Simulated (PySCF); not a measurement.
CH$_{2}$O$_{3}$ (carbonic acid cation, cis-cis conformer) (charge +1, doublet)

Input file:

```
{"job": {"kind": "epr"}, "charge": 1, "multiplicity": 2}
O      0.084285     1.307196     0.184676
C      0.007246     0.046947    -0.000666
O      1.052181    -0.672400    -0.069709
O     -1.116179    -0.533016    -0.122274
H      1.910906    -0.212091     0.025539
H     -1.912984     0.032688    -0.062774
```

Command:

```sh
OMP_NUM_THREADS=1 python probes_run.py task.json out
```

Geometry: PBE0-D3(BJ)/def2-SVP.

Level of theory: UKS B3LYP, IGLO-III on C O, pcH-1 on H, non-relativistic, mean-field spin-orbit, GIAO in PySCF.

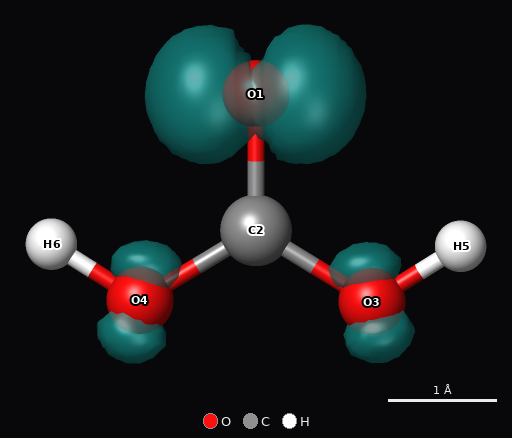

Figure 1. Isosurfaces of the spin density at +0.08 (teal) and −0.08 e/Å³ (pink), seen across its widest extent.

Where is the unpaired spin?

The unpaired spin (1 electron) lies mostly on O1 (about 0.8), O3 (about 0.1) and O4 (about 0.1), in electrons by Hirshfeld's partition. Only one sign reaches the isovalue.

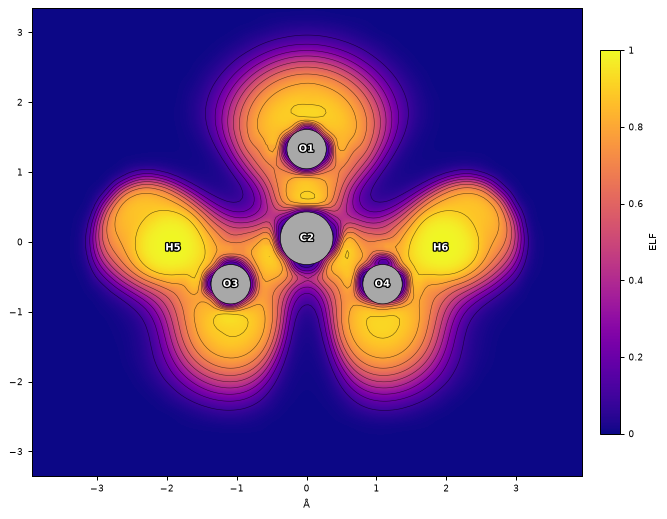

Figure 2. Electron localisation function on the molecular plane. Grey discs cover the atomic cores.

What do the fields say about this system?

- Atoms in the plane: O, C and H.
- C–O (1.27 Å): the ELF peaks at about 0.90 between the atoms (a short, strongly polar bond).
- O–H (0.98 Å): the ELF climbs to about 1 towards the hydrogen, as it does in any bond to H (a covalent bond by its length).
- The ELF also peaks beside O4, O3 and O1, away from the bonds: non-bonding electrons, paired or unpaired.

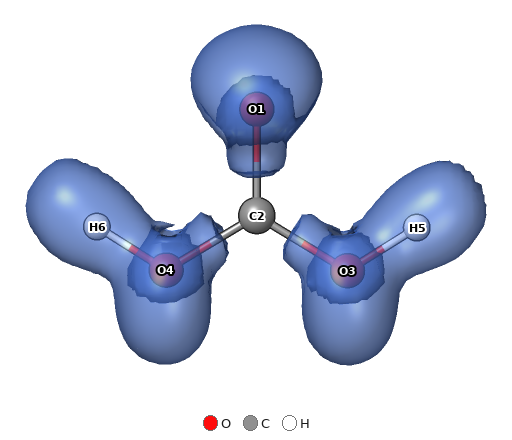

Figure 3. Isosurface of the electron localisation function at 0.75 (blue), seen across its widest extent. Only the valence region is drawn (cores and ρ < 0.01 e/Å³ removed).

Where are the electrons localised?

At this value the surface marks out one region on O in which the atom's valence shell and bonds are merged and two joined regions spread over several atoms (H, O), in which their bonds and any lone pairs are merged.
